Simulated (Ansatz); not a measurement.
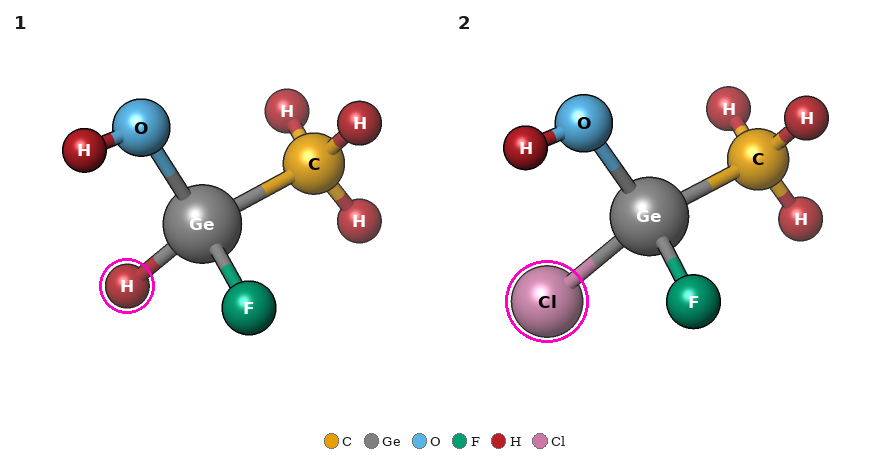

2 molecules with one skeleton, seen from the same side and at one scale; the atom that differs is circled. Each species is neutral and a spin singlet. Computed geometries: PBE0-D4/def2-TZVP optimisations, one conformation each. Properties computed with Ansatz 0.2.0.

One atom differs, called X below: H in panel 1, Cl in panel 2. Their formulas are CH5FGeO (`[CH3][Ge@H]([OH])[F]`), CH4ClFGeO (`[CH3][Ge@]([OH])([F])[Cl]`).

> In which is the harmonic X–Ge stretching wavenumber higher (PBE0-D4/def2-TZVP)?

In panel 1 (X = H).

> In which is the length of X–Ge larger (PBE0-D4/def2-TZVP)?

In panel 2 (X = Cl).

Give the values. With PBE0-D4/def2-TZVP: length of X–Ge (Å), angle C–Ge–X (°), harmonic X–Ge stretching wavenumber (cm⁻¹). With CAM-B3LYP-D4/def2-TZVPP: HOMO energy (Kohn–Sham orbital) (eV), HOMO–LUMO gap (eV). With ωB97M-V/def2-TZVPP: dipole moment (D).

```
                                  quantity   1 (H)  2 (Cl)   2 − 1
                        length of X–Ge (Å)   1.538   2.140  +0.602
                          angle C–Ge–X (°)   118.4   113.9    −4.5
      HOMO energy (Kohn–Sham orbital) (eV)  −10.37  −10.66   −0.29
                        HOMO–LUMO gap (eV)   11.85   11.47   −0.38
                         dipole moment (D)    1.89    1.72   −0.17
harmonic X–Ge stretching wavenumber (cm⁻¹)    2158     428   −1730
```
